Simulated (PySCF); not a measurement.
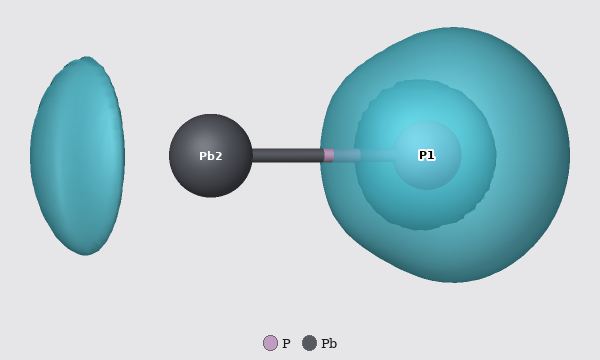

PPb (charge +1, triplet). Isosurface of the electron localisation function at 0.75 (cyan), seen from one side. Only the valence region is drawn (cores and ρ < 0.01 e/Å³ removed).

Core potentials replace the inner electrons of Pb.

These are results of PBE0/def2-SVP, non-relativistic Hamiltonian with scalar-relativistic core potentials where named, at a bond length of 2.623 Å (PySCF 2.14.0), not measurements.

```xyz
2

P     0.0000    0.0000   -2.2830
Pb    0.0000    0.0000    0.3400
```

Q: What do the ELF domains correspond to?

A: At this value the surface marks out one ring or bowl of non-bonding electrons around P and one lobe on Pb, pointing away from the bonds (non-bonding electrons). Profiles from the grid: P–Pb (2.62 Å): the ELF peaks at about 0.90 in the valence shell of P, 1.0 Å from its nucleus, and drops to about 0.25 between the two atoms.
